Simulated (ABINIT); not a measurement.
# MoS2 (P6_3/mmc): G0W0 with ABINIT, start to end, part 2 of 3

Wanted: ground state, empty states, screening and self-energy for MoS2 (P6_3/mmc).

ABINIT 10.8.3; LDA and many-body steps on it, plane waves. Known limits of the many-body steps: not at the basis limit; no spin-orbit coupling; coarse k mesh.

So far. Step 2 (Ground state): The gap is indirect, with the least direct gap 0.83 eV higher.

The database entry behind the starting cell differs from later determinations by our own check (about 0.3 % long), so it need not match the best structure at ambient conditions.

## 3. Bands along the symmetry lines

Level of this step: DFT, LDA, plane waves, norm-conserving pseudopotentials (ABINIT).

Levels along a band path, at the cheap level, show where the edges lie and whether the meshes to come will hold them.

run.abi reads:

```
acell 3*1.0 Angstrom
rprim 
  3.169000000004 -0.000000000001 0.000000000000
  -1.584500000001 2.744434504597 0.000000000000
  0.000000000000 0.000000000000 12.324000000000
ntypat 2
znucl 42 16
natom 6
typat 1 1 2 2 2 2
xred 
  0.333333333333 0.666666666667 0.250000000000
  0.666666666667 0.333333333333 0.750000000000
  0.333333333333 0.666666666667 0.623000000000
  0.666666666667 0.333333333333 0.123000000000
  0.333333333333 0.666666666667 0.877000000000
  0.666666666667 0.333333333333 0.377000000000
pp_dirpath "pseudos"
pseudos "Mo.upf, S.upf"
ecut 36
iscf -2
irdden 1
kptopt 0
nkpt 75
kpt 
  0.00000000 0.00000000 0.00000000
  0.06250000 0.00000000 0.00000000
  0.12500000 0.00000000 0.00000000
  0.18750000 0.00000000 0.00000000
  0.25000000 0.00000000 0.00000000
  0.31250000 0.00000000 0.00000000
  0.37500000 0.00000000 0.00000000
  0.43750000 0.00000000 0.00000000
  0.50000000 0.00000000 0.00000000
  0.47916667 0.04166667 0.00000000
  0.45833333 0.08333333 0.00000000
  0.43750000 0.12500000 0.00000000
  0.41666666 0.16666666 0.00000000
  0.39583333 0.20833333 0.00000000
  0.37500000 0.25000000 0.00000000
  0.35416666 0.29166666 0.00000000
  0.33333333 0.33333333 0.00000000
  0.29166666 0.29166666 0.00000000
  0.25000000 0.25000000 0.00000000
  0.20833333 0.20833333 0.00000000
  0.16666666 0.16666666 0.00000000
  0.12500000 0.12500000 0.00000000
  0.08333333 0.08333333 0.00000000
  0.04166667 0.04166667 0.00000000
  0.00000000 0.00000000 0.00000000
  0.00000000 0.00000000 0.06250000
  0.00000000 0.00000000 0.12500000
  0.00000000 0.00000000 0.18750000
  0.00000000 0.00000000 0.25000000
  0.00000000 0.00000000 0.31250000
  0.00000000 0.00000000 0.37500000
  0.00000000 0.00000000 0.43750000
  0.00000000 0.00000000 0.50000000
  0.06250000 0.00000000 0.50000000
  0.12500000 0.00000000 0.50000000
  0.18750000 0.00000000 0.50000000
  0.25000000 0.00000000 0.50000000
  0.31250000 0.00000000 0.50000000
  0.37500000 0.00000000 0.50000000
  0.43750000 0.00000000 0.50000000
  0.50000000 0.00000000 0.50000000
  0.47916667 0.04166667 0.50000000
  0.45833333 0.08333333 0.50000000
  0.43750000 0.12500000 0.50000000
  0.41666666 0.16666666 0.50000000
  0.39583333 0.20833333 0.50000000
  0.37500000 0.25000000 0.50000000
  0.35416666 0.29166666 0.50000000
  0.33333333 0.33333333 0.50000000
  0.29166666 0.29166666 0.50000000
  0.25000000 0.25000000 0.50000000
  0.20833333 0.20833333 0.50000000
  0.16666666 0.16666666 0.50000000
  0.12500000 0.12500000 0.50000000
  0.08333333 0.08333333 0.50000000
  0.04166667 0.04166667 0.50000000
  0.00000000 0.00000000 0.50000000
  0.50000000 0.00000000 0.50000000
  0.50000000 0.00000000 0.43750000
  0.50000000 0.00000000 0.37500000
  0.50000000 0.00000000 0.31250000
  0.50000000 0.00000000 0.25000000
  0.50000000 0.00000000 0.18750000
  0.50000000 0.00000000 0.12500000
  0.50000000 0.00000000 0.06250000
  0.50000000 0.00000000 0.00000000
  0.33333333 0.33333333 0.50000000
  0.33333333 0.33333333 0.43750000
  0.33333333 0.33333333 0.37500000
  0.33333333 0.33333333 0.31250000
  0.33333333 0.33333333 0.25000000
  0.33333333 0.33333333 0.18750000
  0.33333333 0.33333333 0.12500000
  0.33333333 0.33333333 0.06250000
  0.33333333 0.33333333 0.00000000
istwfk *1
nband 38
nbdbuf 7
tolwfr 1e-07
nstep 50
prtwf 0
prtvol 0
indata_prefix "in"
outdata_prefix "out"
tmpdata_prefix "tmp"
```

Launch:

```
$ OMP_NUM_THREADS=1 mpirun -n 4 abinit run.abi > log
```

Numbers of over 12 decimals in the logs are rounded to 6 here.

The program printed:

```text
.Version 10.8.3 of ABINIT. v10.8.2 released Aug 2026.

 Symmetries : space group P6_3/m m c (#194); Bravais hP (primitive hexag.)
[... echo of the input left out ...]
== DATASET  1 ==================================================================
-   mpi_nproc: 4, omp_nthreads: 1 (-1 if OMP is not activated)

--- !DatasetInfo
iteration_state: {dtset: 1, }
dimensions: {natom: 6, nkpt: 75, mband: 38, nsppol: 1, nspinor: 1, nspden: 1, mpw: 7496, }
cutoff_energies: {ecut:  36.0, pawecutdg:  -1.0, }
electrons: {nelect:   5.20000000E+01, charge:   0.00000000E+00, occopt:   1.00000000E+00, tsmear:   1.00000000E-02, }

 Real(R)+Recip(G) space primitive vectors, cartesian coordinates (Bohr,Bohr^-1):
 R(1)=  5.9885421  0.0000000  0.0000000  G(1)=  0.1669856  0.0964092  0.0000000
 R(2)= -2.9942710  5.1862296  0.0000000  G(2)=  0.0000000  0.1928183  0.0000000
 R(3)=  0.0000000  0.0000000 23.2889848  G(3)=  0.0000000  0.0000000  0.0429388
 Unit cell volume ucvol=  7.2330822E+02 bohr^3
 Angles (23,13,12)=  9.00000000E+01  9.00000000E+01  1.20000000E+02 degrees

 getcut: wavevector=  0.0000  0.0000  0.0000  ngfft=  36  36 128
         ecut(hartree)=     36.000   => boxcut(ratio)=   2.03490

--- Pseudopotential description ------------------------------------------------
- Mo Generated using ONCVPSP code by D. R. Hamann
- 42.00000  14.00000  180309                  znucl, zion, pspdat
12 -1012 2 -1 1602                            pspcod,pspxc,lmax,lloc,mmax
     nproj     2     2     2
  pspatm : epsatm=   15.87300509
         --- l  ekb(1:nproj) -->
             0   13.816260    1.357626
             1    7.992037    1.133615
             2    2.734251    0.943661
 pspatm: atomic psp has been read  and splines computed

- S Generated using ONCVPSP code by D. R. Hamann
- 16.00000   6.00000  180309                  znucl, zion, pspdat
12 -1012 2 -1 1132                            pspcod,pspxc,lmax,lloc,mmax
     nproj     2     2     2
  pspatm : epsatm=    8.64647033
         --- l  ekb(1:nproj) -->
[...]
pspatm: atomic psp has been read  and splines computed

--------------------------------------------------------------------------------

================================================================================
 prteigrs : about to open file out_EIG
 Non-SCF case, kpt    1 (  0.00000  0.00000  0.00000), residuals and eigenvalues=
  5.86E-08  8.51E-08  7.22E-08  5.98E-08  2.76E-08  5.31E-08  2.84E-08  3.33E-08
  3.80E-08  5.53E-08  9.14E-08  5.24E-08  5.69E-08  3.31E-08  3.94E-08  2.07E-08
  4.24E-08  3.62E-08  4.69E-08  5.32E-08  3.98E-08  3.80E-08  8.13E-08  5.25E-08
[...]
5.56E-08  5.17E-08  2.40E-07  2.81E-07  6.88E-05  8.10E-05
 -1.9521E+00 -1.9521E+00 -1.0045E+00 -1.0045E+00 -9.9570E-01 -9.9570E-01
 -9.9570E-01 -9.9570E-01 -2.4432E-01 -2.3414E-01 -1.9945E-01 -1.8263E-01
[...]
5.9575E-01  6.1344E-01
[...]
5.5804E-01  5.8029E-01
 Non-SCF case, kpt   75 (  0.33333  0.33333  0.00000), residuals and eigenvalues=
[...]
5.5775E-01  5.8115E-01

--- !ResultsGS
iteration_state: {dtset: 1, }
comment   : Summary of ground state results
lattice_vectors:
- [  5.9885421,  -0.0000000,   0.0000000, ]
- [ -2.9942710,   5.1862296,   0.0000000, ]
- [  0.0000000,   0.0000000,  23.2889848, ]
lattice_lengths: [   5.98854,    5.98854,   23.28898, ]
lattice_angles: [ 90.000,  90.000, 120.000, ] # degrees, (23, 13, 12)
lattice_volume:   7.2330822E+02
convergence: {deltae:  0.000E+00, res2:  0.000E+00, residm:  9.998E-08, diffor:  0.000E+00, }
etotal    :  -1.85188731E+02
entropy   :   0.00000000E+00
fermie    :   3.03866916E-01
cartesian_stress_tensor: null
pressure_GPa: null
xred      :
- [  3.3333E-01,   6.6667E-01,   2.5000E-01, Mo]
- [  6.6667E-01,   3.3333E-01,   7.5000E-01, Mo]
- [  3.3333E-01,   6.6667E-01,   6.2300E-01,  S]
- [  6.6667E-01,   3.3333E-01,   1.2300E-01,  S]
- [  3.3333E-01,   6.6667E-01,   8.7700E-01,  S]
- [  6.6667E-01,   3.3333E-01,   3.7700E-01,  S]
cartesian_forces: null
force_length_stats: {min: null, max: null, mean: null, }

 Integrated electronic density in atomic spheres:
 ------------------------------------------------
 Atom  Sphere_radius  Integrated_density
[...]
================================================================================

 ----iterations are completed or convergence reached----

 Mean square residual over all n,k,spin=   53.429E-09; max=  99.977E-09
 reduced coordinates (array xred) for    6 atoms
[...]
0.333333333333      0.666666666667      0.877000000000
       0.666666666667      0.333333333333      0.377000000000

 cartesian coordinates (angstrom) at end:
    1      6.7e-13     1.829623     3.081000
    2      1.584500     0.914812     9.243000
    3      6.7e-13     1.829623     7.677852
    4      1.584500     0.914812     1.515852
    5      6.7e-13     1.829623    10.808148
    6      1.584500     0.914812     4.646148
 length scales=  1.889726125908  1.889726125908  1.889726125908 bohr
              =  1.000000000000  1.000000000000  1.000000000000 angstroms
 prteigrs : about to open file out_EIG
 Eigenvalues (hartree) for nkpt=  75  k points:
 kpt#   1, nband= 38, wtk=  1.00000, kpt=  0.0000  0.0000  0.0000 (reduced coord)
[...]
kpt#   2, nband= 38, wtk=  1.00000, kpt=  0.0625  0.0000  0.0000 (reduced coord)
[...]
kpt#   3, nband= 38, wtk=  1.00000, kpt=  0.1250  0.0000  0.0000 (reduced coord)
[...]
kpt#  74, nband= 38, wtk=  1.00000, kpt=  0.3333  0.3333  0.0625 (reduced coord)
[...]
0.45710    0.45710    0.51129    0.55804    0.55804    0.58029
 kpt#  75, nband= 38, wtk=  1.00000, kpt=  0.3333  0.3333  0.0000 (reduced coord)
[...]
0.12214    0.13234    0.15032    0.15032    0.16391    0.16391    0.20554    0.20554
   0.27446    0.28085    0.34143    0.34143    0.36780    0.40685    0.40685    0.40781
   0.45718    0.45718    0.51059    0.55774    0.55775    0.58115

== END DATASET(S) ==============================================================
================================================================================

 -outvars: echo values of variables after computation  --------
            nband          38
             nkpt          75
          spgroup         194
 [... the other variables as echoed above ...]

 Calculation completed.
```

It took 94 s on 4 MPI ranks of Arm Neoverse V1, shared host; peak memory 0.63 GiB; 6.3 min of CPU time.

Numbers from this step:

* gap: 0.8172 eV
* k of the valence top: 0, 0, 0
* k of the conduction bottom: 0.1667, 0.1667, 0
* least direct gap: 1.648 eV

The gap is 0.817 eV, as in the run before at this level.

The electronic bands at the labelled points (eV, zero at the top of the highest filled band):

| point | band 23 | band 24 | band 25 | band 26 | band 27 | band 28 | band 29 | band 30 |
| --- | --- | --- | --- | --- | --- | --- | --- | --- |
| Γ | -2.14 | -1.20 | -1.16 | 0.00 | 2.08 | 2.08 | 2.11 | 2.11 |
| M | -1.72 | -1.52 | -1.42 | -1.29 | 1.58 | 1.62 | 1.96 | 2.24 |
| K | -2.68 | -2.68 | -0.80 | -0.63 | 1.02 | 1.02 | 1.74 | 2.80 |
| Γ | -2.14 | -1.20 | -1.16 | 0.00 | 2.08 | 2.08 | 2.11 | 2.11 |
| A | -2.16 | -2.16 | -0.27 | -0.27 | 2.09 | 2.09 | 2.09 | 2.09 |
| L | -1.62 | -1.62 | -1.35 | -1.35 | 1.60 | 1.60 | 2.11 | 2.11 |
| H | -2.86 | -2.86 | -0.72 | -0.72 | 1.02 | 1.02 | 2.22 | 2.22 |
| A | -2.16 | -2.16 | -0.27 | -0.27 | 2.09 | 2.09 | 2.09 | 2.09 |
| jump to L | -1.62 | -1.62 | -1.35 | -1.35 | 1.60 | 1.60 | 2.11 | 2.11 |
| M | -1.72 | -1.52 | -1.42 | -1.29 | 1.58 | 1.62 | 1.96 | 2.24 |
| jump to H | -2.86 | -2.86 | -0.72 | -0.72 | 1.02 | 1.02 | 2.22 | 2.22 |
| K | -2.68 | -2.68 | -0.80 | -0.63 | 1.02 | 1.02 | 1.74 | 2.80 |

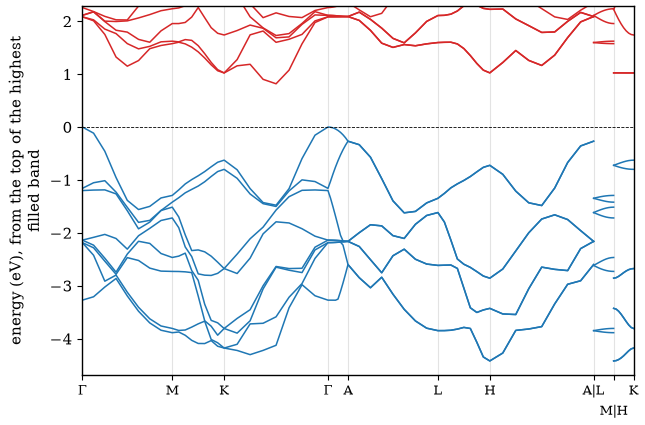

Electronic bands along the path; lines of filled and empty bands in two colours.

## 4. Empty states on the mesh, 3×3×1 mesh, 433 bands

The sums over transitions need many empty states on a uniform mesh; this step solves for them.

run.abi reads:

```
acell 3*1.0 Angstrom
rprim 
  3.169000000004 -0.000000000001 0.000000000000
  -1.584500000001 2.744434504597 0.000000000000
  0.000000000000 0.000000000000 12.324000000000
ntypat 2
znucl 42 16
natom 6
typat 1 1 2 2 2 2
xred 
  0.333333333333 0.666666666667 0.250000000000
  0.666666666667 0.333333333333 0.750000000000
  0.333333333333 0.666666666667 0.623000000000
  0.666666666667 0.333333333333 0.123000000000
  0.333333333333 0.666666666667 0.877000000000
  0.666666666667 0.333333333333 0.377000000000
pp_dirpath "pseudos"
pseudos "Mo.upf, S.upf"
ecut 36
ngkpt 3 3 1
nshiftk 1
shiftk 0 0 0
kptopt 1
chksymbreak 0
iscf -2
irdden 1
istwfk *1
nband 433
nbdbuf 38
tolwfr 1e-09
nstep 60
prtvol 0
indata_prefix "in"
outdata_prefix "out"
tmpdata_prefix "tmp"
```

Launch:

```
$ OMP_NUM_THREADS=1 mpirun -n 3 abinit run.abi > log
```

The program printed:

```text
.Version 10.8.3 of ABINIT. v10.8.2 released Aug 2026.

 Symmetries : space group P6_3/m m c (#194); Bravais hP (primitive hexag.)
[... echo of the input left out ...]
== DATASET  1 ==================================================================
-   mpi_nproc: 3, omp_nthreads: 1 (-1 if OMP is not activated)

--- !DatasetInfo
iteration_state: {dtset: 1, }
dimensions: {natom: 6, nkpt: 3, mband: 433, nsppol: 1, nspinor: 1, nspden: 1, mpw: 7476, }
cutoff_energies: {ecut:  36.0, pawecutdg:  -1.0, }
electrons: {nelect:   5.20000000E+01, charge:   0.00000000E+00, occopt:   1.00000000E+00, tsmear:   1.00000000E-02, }

 Real(R)+Recip(G) space primitive vectors, cartesian coordinates (Bohr,Bohr^-1):
 R(1)=  5.9885421  0.0000000  0.0000000  G(1)=  0.1669856  0.0964092  0.0000000
 R(2)= -2.9942710  5.1862296  0.0000000  G(2)=  0.0000000  0.1928183  0.0000000
 R(3)=  0.0000000  0.0000000 23.2889848  G(3)=  0.0000000  0.0000000  0.0429388
 Unit cell volume ucvol=  7.2330822E+02 bohr^3
 Angles (23,13,12)=  9.00000000E+01  9.00000000E+01  1.20000000E+02 degrees

 getcut: wavevector=  0.0000  0.0000  0.0000  ngfft=  36  36 128
         ecut(hartree)=     36.000   => boxcut(ratio)=   2.03490

--- Pseudopotential description ------------------------------------------------
- Mo Generated using ONCVPSP code by D. R. Hamann
- 42.00000  14.00000  180309                  znucl, zion, pspdat
12 -1012 2 -1 1602                            pspcod,pspxc,lmax,lloc,mmax
     nproj     2     2     2
  pspatm : epsatm=   15.87300509
         --- l  ekb(1:nproj) -->
             0   13.816260    1.357626
             1    7.992037    1.133615
             2    2.734251    0.943661
 pspatm: atomic psp has been read  and splines computed

- S Generated using ONCVPSP code by D. R. Hamann
- 16.00000   6.00000  180309                  znucl, zion, pspdat
12 -1012 2 -1 1132                            pspcod,pspxc,lmax,lloc,mmax
     nproj     2     2     2
  pspatm : epsatm=    8.64647033
         --- l  ekb(1:nproj) -->
[...]
pspatm: atomic psp has been read  and splines computed

--------------------------------------------------------------------------------

================================================================================
 prteigrs : about to open file out_EIG
 Non-SCF case, kpt    1 (  0.00000  0.00000  0.00000), residuals and eigenvalues=
  9.74E-11  1.00E-10  6.79E-10  6.07E-10  5.64E-10  5.90E-10  5.19E-10  7.85E-10
  2.78E-11  7.28E-11  5.56E-11  6.65E-11  1.34E-10  1.09E-10  6.84E-11  1.19E-10
  1.64E-10  1.07E-10  2.17E-10  1.80E-10  2.48E-10  1.23E-10  1.86E-10  1.56E-10
[...]
3.05E-04
 -1.9521E+00 -1.9521E+00 -1.0045E+00 -1.0045E+00 -9.9570E-01 -9.9570E-01
 -9.9570E-01 -9.9570E-01 -2.4432E-01 -2.3414E-01 -1.9945E-01 -1.8263E-01
  5.0085E-02  8.9301E-02  1.7341E-01  1.8312E-01  1.8312E-01  1.8359E-01
[...]
4.9459E+00  4.9496E+00  4.9830E+00  5.0099E+00  5.0120E+00  5.0149E+00
  5.0157E+00  5.0185E+00  5.0229E+00  5.0239E+00  5.0293E+00  5.0323E+00
  5.0402E+00
 prteigrs : prtvol=0 or 1, do not print more k-points.

--- !ResultsGS
iteration_state: {dtset: 1, }
comment   : Summary of ground state results
lattice_vectors:
- [  5.9885421,  -0.0000000,   0.0000000, ]
- [ -2.9942710,   5.1862296,   0.0000000, ]
- [  0.0000000,   0.0000000,  23.2889848, ]
lattice_lengths: [   5.98854,    5.98854,   23.28898, ]
lattice_angles: [ 90.000,  90.000, 120.000, ] # degrees, (23, 13, 12)
lattice_volume:   7.2330822E+02
convergence: {deltae:  0.000E+00, res2:  0.000E+00, residm:  9.835E-10, diffor:  0.000E+00, }
etotal    :  -1.85188731E+02
entropy   :   0.00000000E+00
fermie    :   3.03866916E-01
cartesian_stress_tensor: null
pressure_GPa: null
xred      :
- [  3.3333E-01,   6.6667E-01,   2.5000E-01, Mo]
- [  6.6667E-01,   3.3333E-01,   7.5000E-01, Mo]
- [  3.3333E-01,   6.6667E-01,   6.2300E-01,  S]
- [  6.6667E-01,   3.3333E-01,   1.2300E-01,  S]
- [  3.3333E-01,   6.6667E-01,   8.7700E-01,  S]
- [  6.6667E-01,   3.3333E-01,   3.7700E-01,  S]
cartesian_forces: null
force_length_stats: {min: null, max: null, mean: null, }

 Integrated electronic density in atomic spheres:
 ------------------------------------------------
 Atom  Sphere_radius  Integrated_density
[...]
================================================================================

 ----iterations are completed or convergence reached----

 Mean square residual over all n,k,spin=   31.743E-11; max=  98.353E-11
 reduced coordinates (array xred) for    6 atoms
[...]
0.333333333333      0.666666666667      0.877000000000
       0.666666666667      0.333333333333      0.377000000000

 cartesian coordinates (angstrom) at end:
    1      6.7e-13     1.829623     3.081000
    2      1.584500     0.914812     9.243000
    3      6.7e-13     1.829623     7.677852
    4      1.584500     0.914812     1.515852
    5      6.7e-13     1.829623    10.808148
    6      1.584500     0.914812     4.646148
 length scales=  1.889726125908  1.889726125908  1.889726125908 bohr
              =  1.000000000000  1.000000000000  1.000000000000 angstroms
 prteigrs : about to open file out_EIG
 Eigenvalues (hartree) for nkpt=   3  k points:
 kpt#   1, nband=433, wtk=  0.11111, kpt=  0.0000  0.0000  0.0000 (reduced coord)
[...]
4.94439    4.94515    4.94517    4.94591    4.94591    4.94957    4.98297    5.00987
   5.01198    5.01487    5.01570    5.01847    5.02294    5.02387    5.02935    5.03228
   5.04016
 prteigrs : prtvol=0 or 1, do not print more k-points.

== END DATASET(S) ==============================================================
================================================================================

 -outvars: echo values of variables after computation  --------
            nband         433
             nkpt           3
          spgroup         194
 [... the other variables as echoed above ...]

 Calculation completed.
```

Wall time 4.2 min (3 MPI ranks); peak memory 0.44 GiB.

This step gave:

* gap: 1.022 eV
* k of the valence top: 0, 0, 0
* k of the conduction bottom: 0.3333, 0.3333, 0
* least direct gap: 1.648 eV
* k points computed: 3
* lowest point of the top converged band, above the valence top: 117.6033 eV

On this mesh the gap is 1.022 eV. The earlier step found 0.817 eV, so this mesh misses an edge.

(Part 2 of 3 ends here.)

[Paths, hosts, dates, memory and timing lines, banners, echoed tables and standing remarks are left out of the program output.]

[Logs are printed without paths, hosts, clocks, repeated set-up lines and the standing remarks that a program may print on its own settings, such as how far it seeks lower states.]

[Runs of the session that timed out or met a known fault of the program may be left out.]

[Hosts, paths, dates, database ids (printed as entryN), source tags and the programs' standing remarks are cut or masked in the printed files.]

[G0W0 gaps are taken among the corrected bands and points alone; a level outside them can change the order at an edge.]

[Where Ansatz stands beside ABINIT at settings called matched, ABINIT's density can come from a denser mesh and the files from another edition; pairs whose starting gaps differed by over 0.03 eV were left out, so agreement reads better than it is.]
